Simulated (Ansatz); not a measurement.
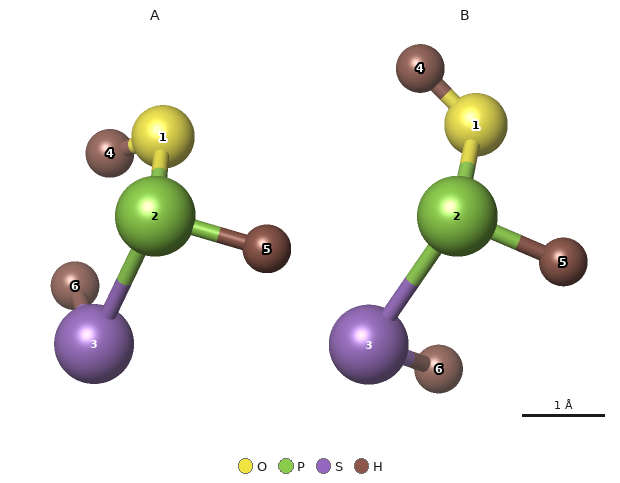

Two geometries of PH3SO, drawn at one scale. One is the start of a relaxation, the other its converged end. A ball-and-stick model, seen from a free direction.

Method: RKS LDA/def2-mTZVP (Ansatz 0.2.0). (no spin polarisation; force threshold 0.015 eV/Å; at most 40 steps)

### Which geometry has the lower energy?

Structure B is the relaxed one. The run prepares an end point of a later path (torsion) calculation, from a guessed geometry. H6 moves most after the best rigid fit: 1.23 Å. Largest moves by element: H 1.23 Å, S 0.44 Å, O 0.21 Å, P 0.20 Å. Some distances before and after: O1–P2 1.579 → 1.666 Å, O1–H4 0.921 → 0.979 Å, P2–S3 2.084 → 2.132 Å, S3–H6 1.379 → 1.370 Å. Bond angles that change, for instance: O1–P2–S3 93.7° → 105.2°, O1–P2–H5 98.3° → 92.7°, P2–S3–H6 97.1° → 99.3°. Groups turn about P2–S3 by about 70°, O1–P2 by about 65°. The energy falls by 0.999 eV in 11 accepted moves (13 points after the start). Largest force component: 2.7 eV/Å at the start, 0.0088 eV/Å at the end. The line search rejected the trial steps at points 10, 12 of the run. Cost: 18 s on 1 thread of Intel(R) Xeon(R) Platinum 8375C CPU @ 2.90GHz (Ice Lake), on a shared host, peak memory 0.14 GiB.
